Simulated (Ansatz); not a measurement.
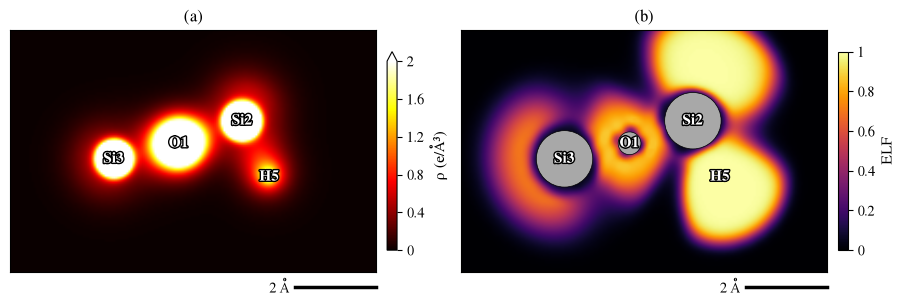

Figure. H2OSi2. (a) total electron density; (b) ELF on the plane of atoms O1, Si2 and H5. Grey discs cover the atomic cores in the ELF map.

Geometry: PBE0-D3(BJ)/def2-SVP.

Method: Ansatz, isolated molecule in a Gaussian basis; Kohn-Sham density functional theory, functional PBE0.

Input file:

```
crystal:
  periodic: [false, false, false]
  atoms:
    - symbol: O
      position_ang: [-0.018014, -0.516484, 0.111068]
    - symbol: Si
      position_ang: [-0.936137, -0.344461, 1.491408]
    - symbol: Si
      position_ang: [0.705841, -0.820955, -1.359040]
    - symbol: H
      position_ang: [1.218359, 0.617445, -1.595183]
    - symbol: H
      position_ang: [0.200969, -0.657212, 2.489711]
basis:
  gaussian:
    orbitals: def2-TZVPD
output: {forces: true, orbitals: {seedname: orbitals}}
hamiltonian:
  xc: pbe0
```

Launched as:

```sh
ansatz run input.yaml --threads 1 --pin off --max-ram 2610MiB --events-out events.jsonl --progress --plain --runs-dir runs
```

**Read the bonding off the picture.**

The plane passes through O, Si and H nuclei. Si–O (1.67 Å): the density is about 1.1 e/Å³ at the midpoint; the ELF peaks at about 0.85 between the atoms (a shared but strongly polarised pair). Si–H (1.55 Å): ρ at the midpoint is about 0.76 e/Å³; the ELF climbs to about 1 towards the hydrogen, as it does in any bond to H. The ELF also peaks beside O1 and Si2, away from the bonds: lone-pair regions.
